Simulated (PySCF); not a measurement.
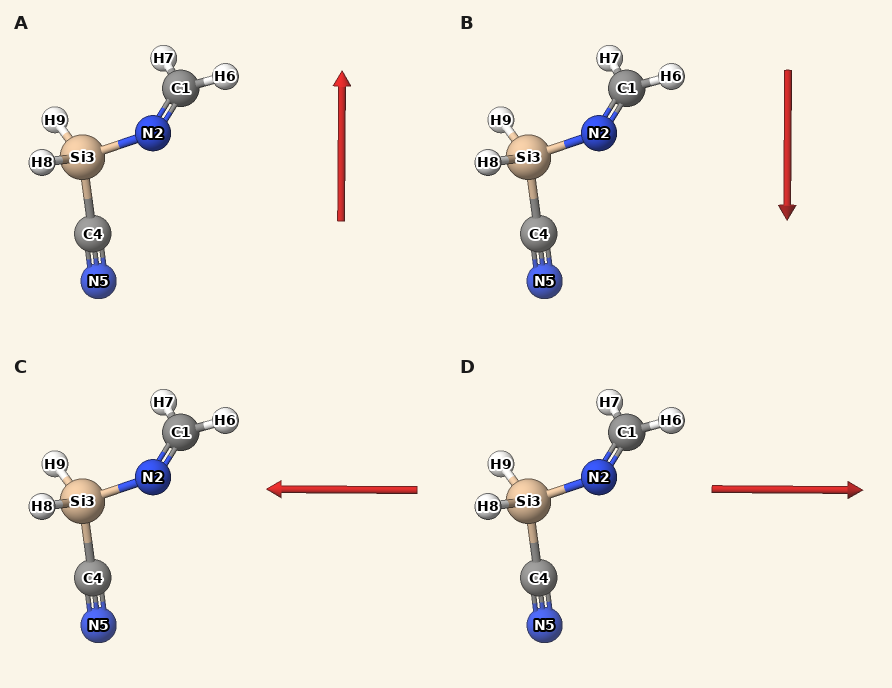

The same molecule four times, each with an arrow. The geometry was computed by an optimisation with PBE0-D3(BJ)/def2-SVP. No frequency run is at hand to confirm it as a minimum. Method: CAM-B3LYP/def2-SVPD, gas phase (PySCF 2.14.0).

Which arrow points along the dipole moment, from the negative to the positive end?

Answer. A. The dipole moment is 4.70 D; it points from the side of N5 to the side of H7 (the outermost atoms at the two ends).
